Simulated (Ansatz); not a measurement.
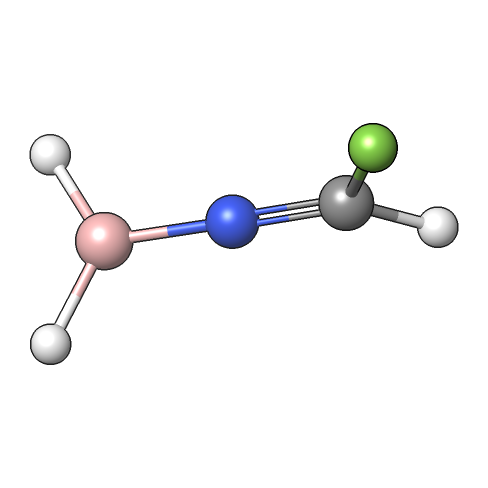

Rendered structure (ball-and-stick style). Multiple sticks mark multiple bonds (one Kekulé form). Colours: boron pink, nitrogen blue, carbon grey, fluorine green, hydrogen white.

The computed structure is the end point of a PBE0-D4/def2-TZVP optimisation.

**Give the formula.**

CH3BFN, 7 atoms: 1 carbon, 3 hydrogen, 1 boron, 1 fluorine and 1 nitrogen.

**Describe its rings.**

It has no ring.

**What is its SMILES?**

BN=CF

**How many atoms are distinct by symmetry?**

6: 1 B, 1 N, 1 C, 1 F, 2 H, 1 H.

**What is the point group of this geometry?**

Cs.

More results for the same structure follow; atom numbers are the same in all pictures, views and colours differ.

**Shape**

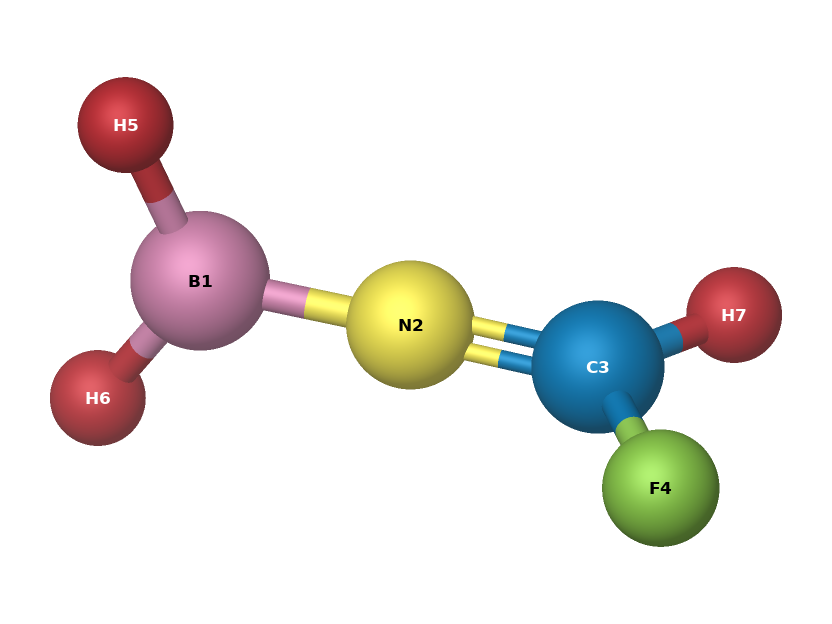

Give the bond lengths.

| bond | length (Å) | order |
| --- | --- | --- |
| B1–N2 | 1.364 | single |
| B1–H5 | 1.196 | single |
| B1–H6 | 1.196 | single |
| N2–C3 | 1.223 | double |
| C3–F4 | 1.339 | single |
| C3–H7 | 1.088 | single |

**Thermal motion**

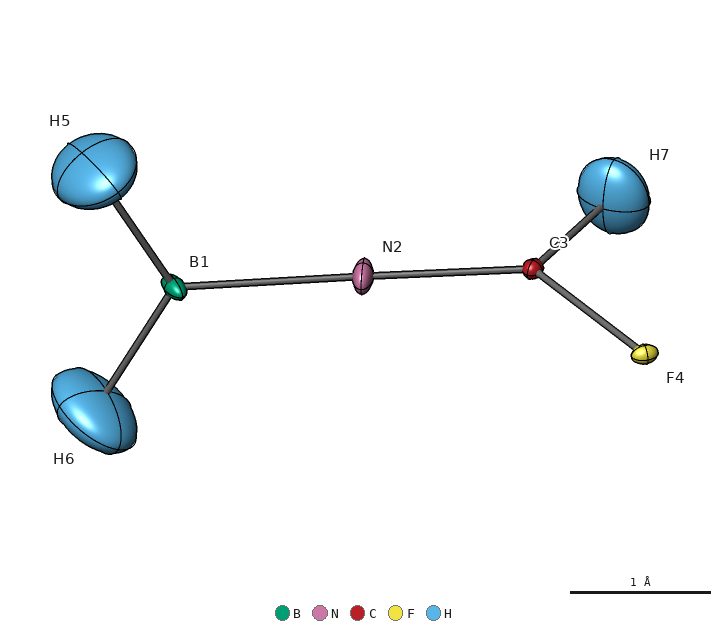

Displacement ellipsoids at the 50 % level, enlarged 1.5 times, from the internal vibrations of the free molecule (harmonic, no overall translation or rotation; no half-axis is drawn under 0.075 Å). Vibrations computed with RKS PBE0-D4/def2-TZVP (Ansatz 0.2.0). Temperature: 0 K (zero-point motion alone).

**Which atom moves most?**

H5, H6, with U_eq = 0.0192 Å².

**Does H5 move more along its bond or across it?**

Across it: the root-mean-square amplitude is 0.082 Å along the bond and up to 0.180 Å across, since bending and torsion are softer than stretching.

List U_eq and the three principal root-mean-square amplitudes for each kind of atom.

```json
{"atom": "B1", "U_eq (Å²)": "0.0019", "rms amplitudes (Å)": "0.027, 0.032, 0.062"}
{"atom": "N2", "U_eq (Å²)": "0.0028", "rms amplitudes (Å)": "0.025, 0.050, 0.072"}
{"atom": "C3", "U_eq (Å²)": "0.0011", "rms amplitudes (Å)": "0.028, 0.032, 0.038"}
{"atom": "F4", "U_eq (Å²)": "0.00084", "rms amplitudes (Å)": "0.012, 0.022, 0.043"}
{"atom": "H5, H6", "U_eq (Å²)": "0.0192", "rms amplitudes (Å)": "0.082, 0.137, 0.180"}
{"atom": "H7", "U_eq (Å²)": "0.0128", "rms amplitudes (Å)": "0.078, 0.120, 0.134"}
```

**Dipole moment**

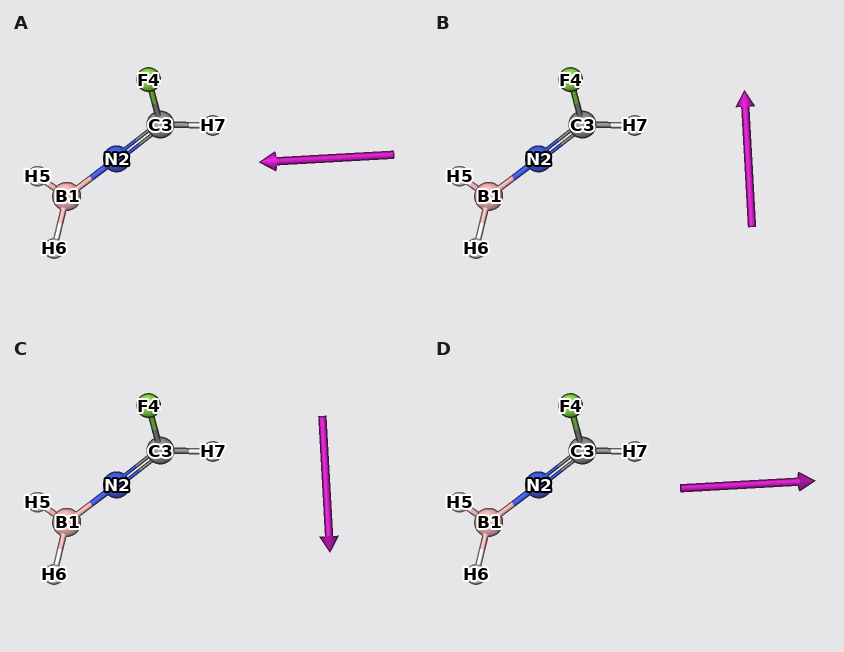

The same molecule four times, each with an arrow. Level of theory: RKS PBE-D4/def2-TZVPP (Ansatz 0.2.0).

**Which arrow points along the dipole moment, from the negative to the positive end?**

D. The dipole moment is 1.51 D; it points from the side of H5, H6 to the side of H7 (the outermost atoms at the two ends).

**Vibrations**

Harmonic vibrations computed with RKS PBE0-D4/def2-TZVP (Ansatz 0.2.0) at a stationary point of the same level.

**How many vibrational modes are there, and where do they lie?**

15 modes: 107, 265, 524, 613, 921, 952, 978, 1024, 1135, 1265, 1398, 1991, 2584, 2667, 3168 cm⁻¹.

**Levels of theory compared**

Program: Ansatz 0.2.0.

Tabulate vertical IP (eV) at these levels: B2PLYP (frozen core)/def2-TZVPP; B3LYP-D4/def2-TZVPP; CCSD(T)/CBS (MP2 limit from def2-TZVPP and def2-QZVPP plus CCSD(T) − MP2); PBE-D4/def2-TZVPP; PBE0-D4/def2-TZVPP; r2SCAN-D4/def2-TZVPP; ωB97M-V/def2-TZVPP; ωB97X-V/def2-TZVPP.

```json
{"level": "B2PLYP (frozen core)/def2-TZVPP", "vertical IP (eV)": "11.40"}
{"level": "B3LYP-D4/def2-TZVPP", "vertical IP (eV)": "11.04"}
{"level": "CCSD(T)/CBS (MP2 limit from def2-TZVPP and def2-QZVPP plus CCSD(T) − MP2)", "vertical IP (eV)": "11.57"}
{"level": "PBE-D4/def2-TZVPP", "vertical IP (eV)": "10.71"}
{"level": "PBE0-D4/def2-TZVPP", "vertical IP (eV)": "11.01"}
{"level": "r2SCAN-D4/def2-TZVPP", "vertical IP (eV)": "10.80"}
{"level": "ωB97M-V/def2-TZVPP", "vertical IP (eV)": "11.13"}
{"level": "ωB97X-V/def2-TZVPP", "vertical IP (eV)": "11.17"}
```
